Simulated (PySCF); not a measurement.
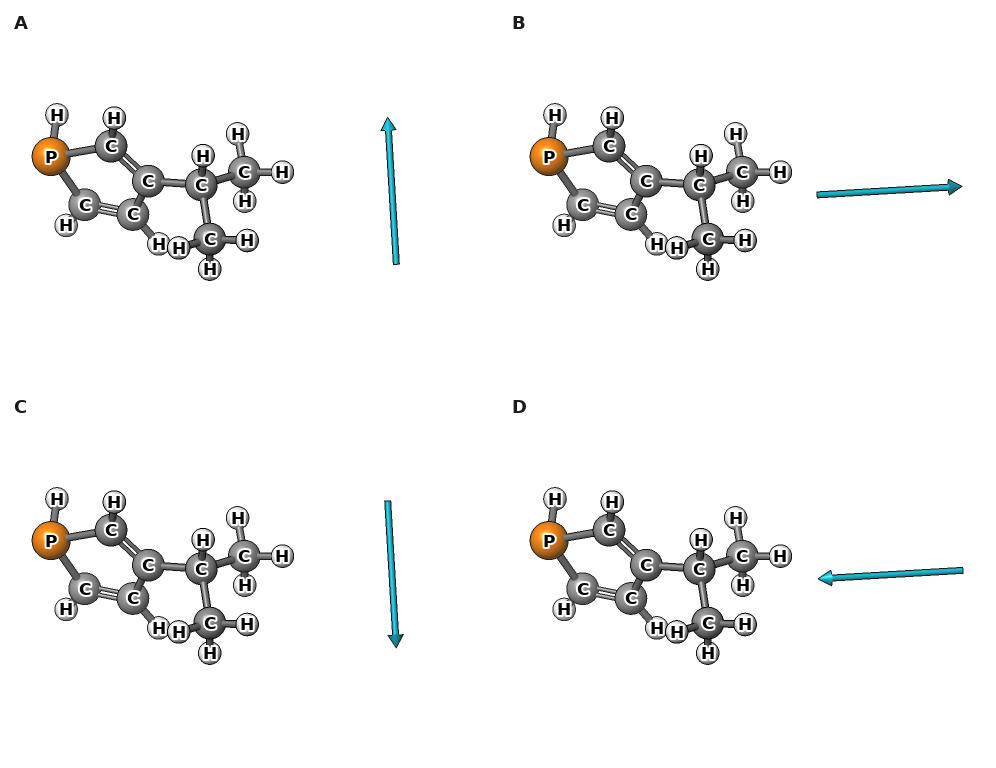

The same molecule four times, each with an arrow. The computed structure is the end point of a GFN2-xTB optimisation. No frequency run is at hand to confirm it as a minimum. Properties computed with PBE0/pcSseg-1, gas phase (PySCF 2.14.0).

### Which arrow points along the dipole moment, from the negative to the positive end?

B. The dipole moment is 1.24 D.

The geometry is semi-empirical. Around P such bond lengths and angles can be off by a tenth of an ångström or more and by several degrees, and values that hang on the shape move with them.
